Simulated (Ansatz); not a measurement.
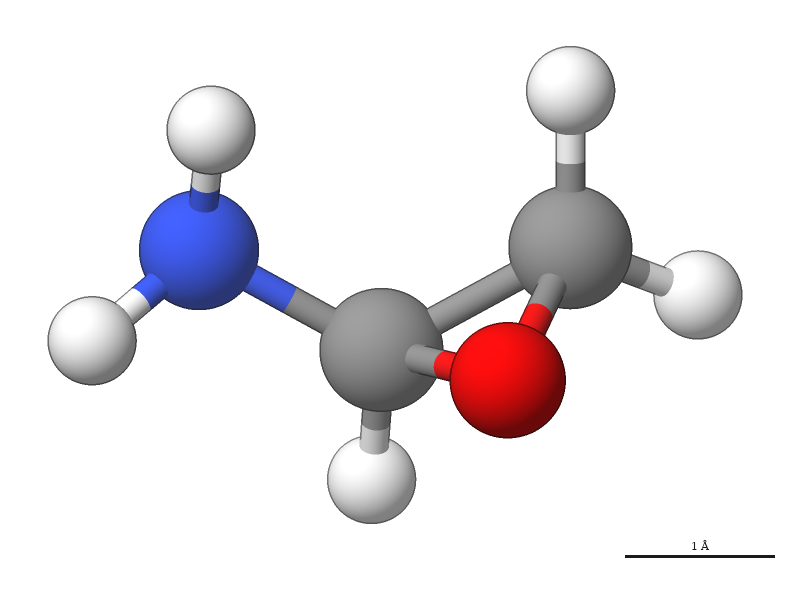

Rendered structure (ball-and-stick style). Every bond is drawn as one stick, whatever its order. Colours: nitrogen blue, carbon grey, oxygen red, hydrogen white.

Computed geometry: PBE0-D4/def2-TZVP optimisation.

What does the picture show?

Formula C2H5NO. SMILES: `N[C@H]1CO1`. Independent rings (smallest set): 1 of 3 members. Among its groups: ether, primary amine. This geometry has C1 symmetry. Coordination, clear cases only: 1 N trigonal pyramidal.

The parts below concern this one geometry. Atoms keep their numbers from picture to picture.

**Shape**

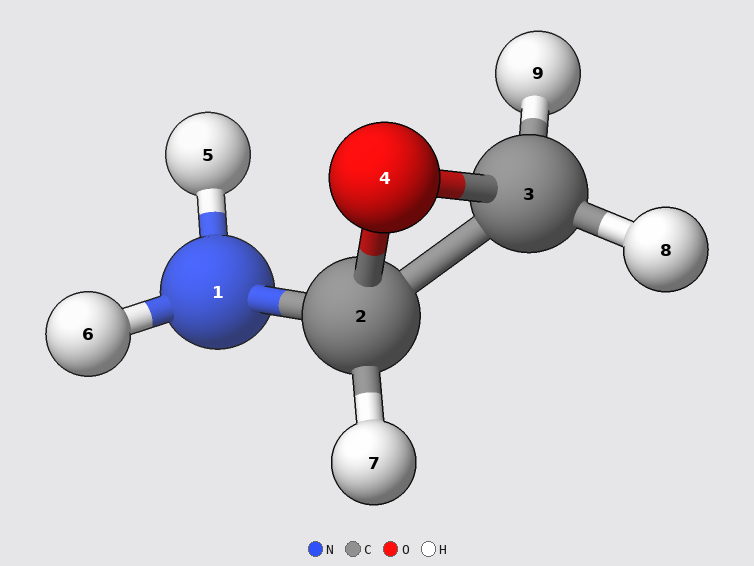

Give the bond lengths.

```json
{"bond": "N1–C2", "length (Å)": "1.406", "order": "single"}
{"bond": "N1–H5", "length (Å)": "1.012", "order": "single"}
{"bond": "N1–H6", "length (Å)": "1.012", "order": "single"}
{"bond": "C2–C3", "length (Å)": "1.451", "order": "single"}
{"bond": "C2–O4", "length (Å)": "1.433", "order": "single"}
{"bond": "C2–H7", "length (Å)": "1.087", "order": "single"}
{"bond": "C3–O4", "length (Å)": "1.424", "order": "single"}
{"bond": "C3–H8", "length (Å)": "1.088", "order": "single"}
{"bond": "C3–H9", "length (Å)": "1.089", "order": "single"}
```

**Charges**

The questions are on Mulliken charges. Method: RKS ωB97M-V/def2-TZVPP (Ansatz 0.2.0).

List the Mulliken charges.

```json
{"atom": "N1", "value (e)": "−0.25"}
{"atom": "C2", "value (e)": "0.11"}
{"atom": "C3", "value (e)": "−0.01"}
{"atom": "O4", "value (e)": "−0.33"}
{"atom": "H5", "value (e)": "0.11"}
{"atom": "H6", "value (e)": "0.11"}
{"atom": "H7", "value (e)": "0.10"}
{"atom": "H8", "value (e)": "0.09"}
{"atom": "H9", "value (e)": "0.08"}
```

**Vibrations**

Harmonic vibrations computed with RKS PBE0-D4/def2-TZVP (Ansatz 0.2.0) at a stationary point of the same level.

List the wavenumbers.

21 modes: 306, 429, 461, 788, 827, 860, 970, 1067, 1126, 1155, 1180, 1278, 1321, 1469, 1550, 1663, 3093, 3153, 3179, 3541, 3628 cm⁻¹.

**Levels of theory compared**

Program: Ansatz 0.2.0.

Compare HOMO–LUMO gap (eV) at these levels: B3LYP-D4/def2-TZVPP; CAM-B3LYP-D4/def2-TZVPP; PBE-D4/def2-TZVPP; revPBE-D4/def2-TZVPP; ωB97M-V/def2-SVP; ωB97M-V/def2-TZVPP.

```csv
level,HOMO–LUMO gap (eV)
B3LYP-D4/def2-TZVPP,7.93
CAM-B3LYP-D4/def2-TZVPP,10.73
PBE-D4/def2-TZVPP,6.19
revPBE-D4/def2-TZVPP,6.17
ωB97M-V/def2-SVP,13.09
ωB97M-V/def2-TZVPP,12.31
```

**Thermal motion**

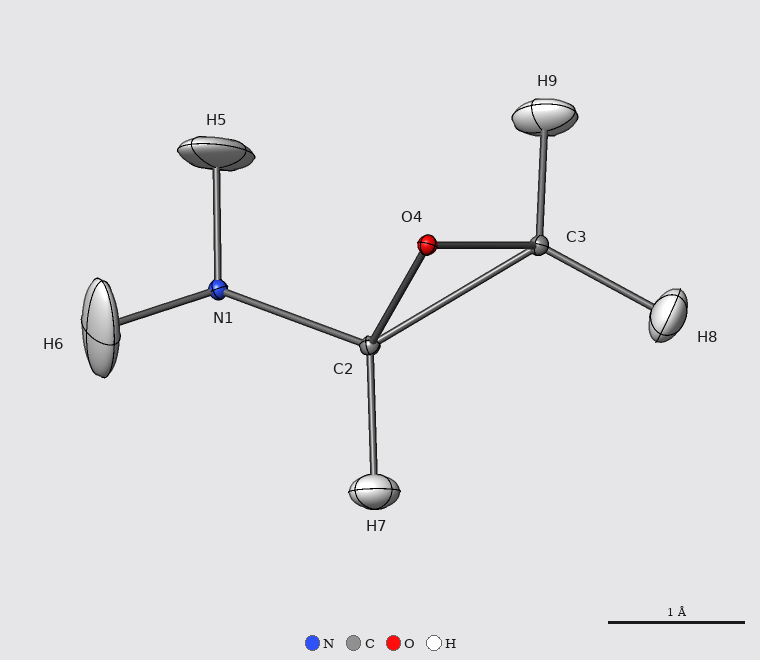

Displacement ellipsoids at the 50 % level, from the internal vibrations of the free molecule (harmonic, no overall translation or rotation; no half-axis is drawn under 0.075 Å). Vibrations computed with RKS PBE0-D4/def2-TZVP (Ansatz 0.2.0). Temperature: 600 K.

Which atom has the largest mean-square displacement?

H5, with U_eq = 0.0382 Å².

Does H5 move more along its bond or across it?

Across it: the root-mean-square amplitude is 0.070 Å along the bond and up to 0.294 Å across, since bending and torsion are softer than stretching.

List U_eq and the three principal root-mean-square amplitudes for each kind of atom.

```csv
atom,U_eq (Å²),rms amplitudes (Å)
N1,0.0012,"0.021, 0.033, 0.044"
C2,0.0017,"0.031, 0.045, 0.045"
C3,0.0014,"0.028, 0.034, 0.049"
O4,0.0012,"0.024, 0.027, 0.048"
H5,0.0382,"0.069, 0.154, 0.294"
H6,0.0347,"0.075, 0.141, 0.280"
H7,0.0125,"0.083, 0.115, 0.132"
H8,0.0152,"0.082, 0.136, 0.143"
H9,0.0164,"0.077, 0.127, 0.165"
```

Mulliken values depend strongly on the basis set and can even reverse the polarity of a bond.
